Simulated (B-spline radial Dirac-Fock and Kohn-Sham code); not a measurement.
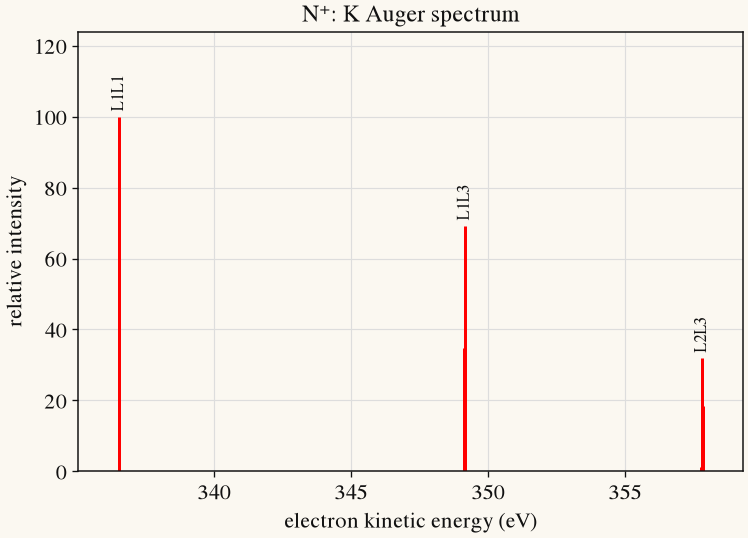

Auger groups that fill a K (1s) hole, as sticks. Kinetic energies count from the vacuum level; very weak lines are left out. It refers to nitrogen in charge state +1 (N⁺) ([He] 2s2 2p2). Computed with a radial B-spline solver: independent-particle Coulomb rates on relativistic LDA orbitals, configuration-average energies from Dirac–Fock.

Q: Which group is strongest?

A: K-L1L1 at 336.5 eV, 39 % of the non-radiative width.

Q: How wide is the K level from this decay?

A: The non-radiative width is 0.0805 eV.
